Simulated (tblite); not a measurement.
# C2H8N2Si: the cost of one run

The runs use tblite 0.8.0 and PySCF 2.14.0, with density-fitted response routines of our own; the level of theory stands in each step. All values are computed, except where a source is named. Atoms are numbered from 0 throughout.

## (1) The molecule as given

13 atoms, charge 0, multiplicity 1; geometry from: force field or distance geometry start.

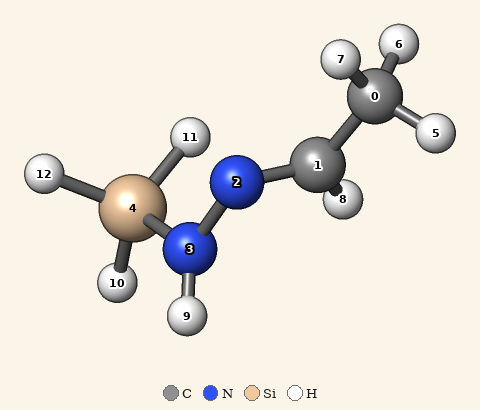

As it starts; carbon grey, nitrogen blue, silicon light orange, hydrogen white, atoms numbered.

## (2) Geometry optimisation with GFN2-xTB

Job settings and geometry (Å):

```
{"job": {"kind": "relax", "xc": "GFN2-xTB", "basis": "xTB"}, "charge": 0, "multiplicity": 1}
C      2.378600     0.162300     0.191400
C      0.983200    -0.008500    -0.318700
N      0.206400    -0.894300     0.257600
N     -1.096600    -0.949600    -0.333200
Si    -2.262700     0.277200     0.254300
H      3.036300    -0.098000    -0.657700
H      2.567500     1.254000     0.421900
H      2.605900    -0.404000     1.107500
H      0.632200     0.587700    -1.151600
H     -1.361300    -1.665600    -1.022800
H     -3.350900     0.484700    -0.736800
H     -1.488800     1.503100     0.474100
H     -2.854100    -0.248700     1.496400
```

Command:

```bash
$ OMP_NUM_THREADS=1 python probes_run.py task.json out
```

This one command runs all jobs of the session in turn.

**Question.** How long does this first job take on 1 thread of Arm Neoverse N1, shared host?

About 1.2 s.
